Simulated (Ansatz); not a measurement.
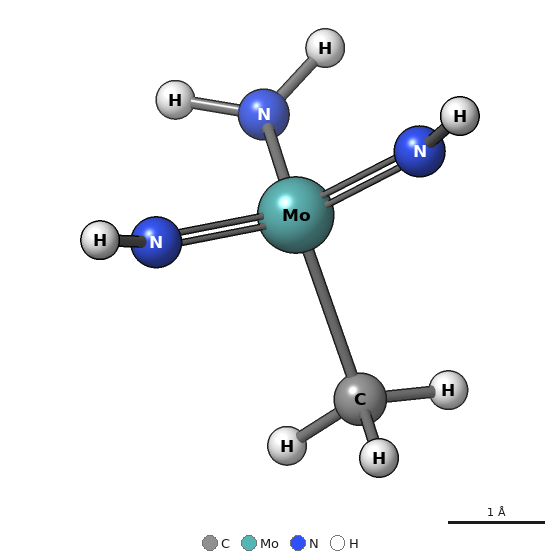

Rendered structure (ball-and-stick style).

Charge 0, singlet. The computed structure is the end point of a PBE0-D4/def2-TZVP optimisation.

Count the atoms of each element.

Answer. CH7MoN3, 12 atoms: 1 carbon, 7 hydrogen, 1 molybdenum and 3 nitrogen.

Count the bonded pairs by element.

Answer. 4 N–H, 3 Mo–N, 3 C–H, 1 C–Mo.

How many atoms are distinct by symmetry?

Answer. 8: 1 C, 1 Mo, 2 N, 1 N, 2 H, 1 H, 2 H, 2 H.

The parts below concern this one geometry. Atoms keep their numbers from picture to picture.

### Electronic properties

Method: RKS CAM-B3LYP-D4/def2-TZVPP, core potentials on Mo (Ansatz 0.2.0).

Computed properties:

- HOMO energy (Kohn–Sham orbital): −8.77 eV
- LUMO energy (Kohn–Sham orbital): −0.09 eV
- HOMO–LUMO gap: 8.68 eV
- dispersion correction: −25.2 kJ/mol

### Vibrations

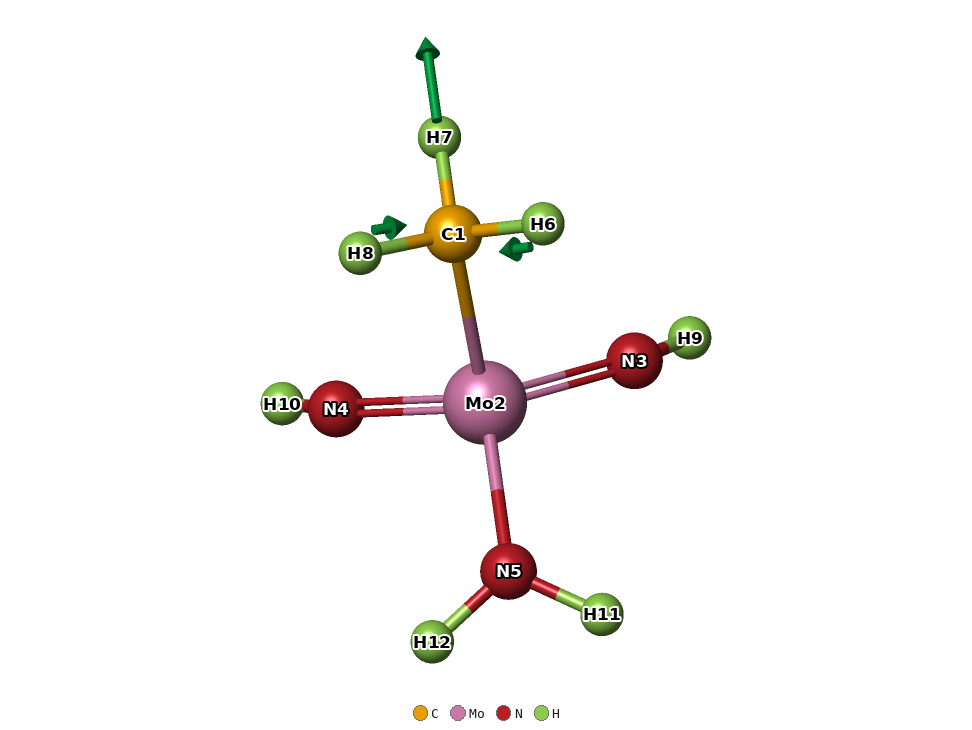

The arrows show one normal mode. Harmonic vibrations computed with RKS PBE0-D4/def2-TZVP, core potentials on Mo (Ansatz 0.2.0) at a stationary point of the same level.

What kind of motion is it?

Answer. Mostly C–H stretching.

Estimate its harmonic wavenumber.

Answer. 3146 cm⁻¹; it is mode 26 of 30 counted from the lowest.

### Dipole moment

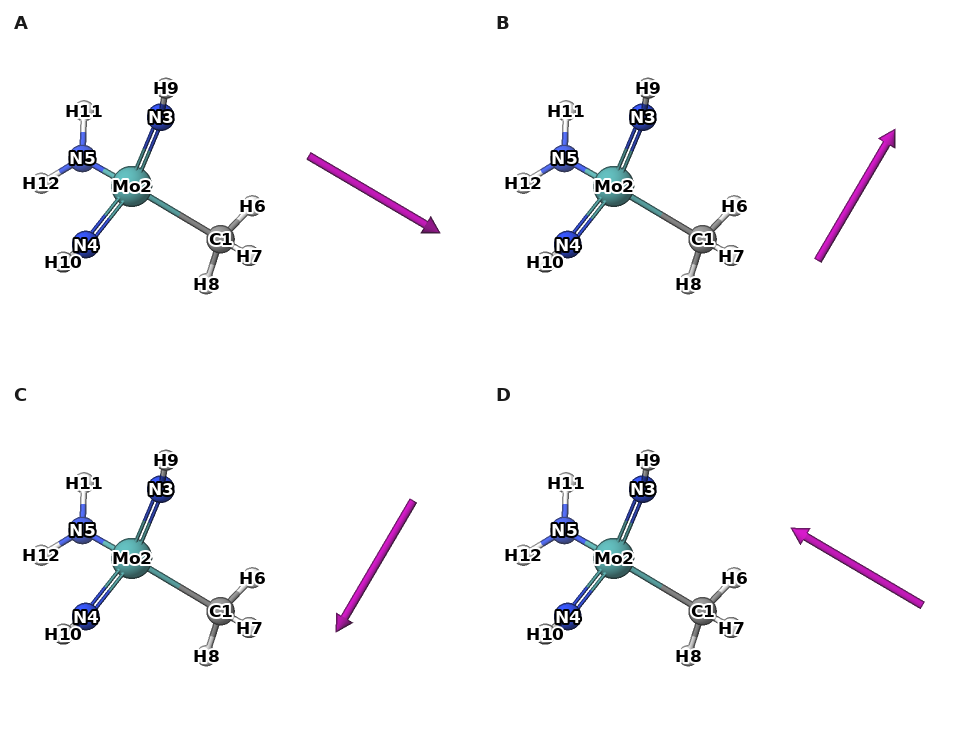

The same molecule four times, each with an arrow. Method: RKS PBE0-D4/def2-TZVP, core potentials on Mo (Ansatz 0.2.0).

Which arrow points along the dipole moment, from the negative to the positive end?

Answer. D. The dipole moment is 1.44 D; it points from the side of H7 to the side of H11, H12 (the outermost atoms at the two ends).
